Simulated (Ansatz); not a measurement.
Base system: SiC in the zinc blende structure (space group F-43m, No. 216; a = 4.329 Å). Axes: x, y, z lie along the cube axes.

Modification: uniaxial strain ε_zz = −1.00 %, all other strain components held at zero; the atoms relax in the strained cell.

Computed with Kohn–Sham DFT with the LDA functional, run in Ansatz (a quantum-chemistry and plane-wave program) with PAW and 420 eV plane waves, scalar-relativistic without spin-orbit coupling.

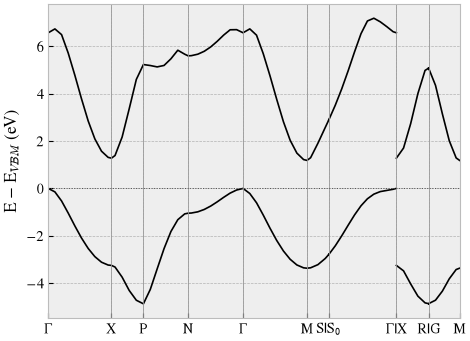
*Highest valence and lowest conduction band along the path of the changed cell's own zone*

Problem. Read the changed gap and its character from the plot.

Solution. About 1.2 eV, indirect, Γ → M.

Semilocal Kohn–Sham gaps tend to fall short of experiment. Whether these cells are dynamically stable was not tested. Labels are those of the standard path for the cell's own space group.
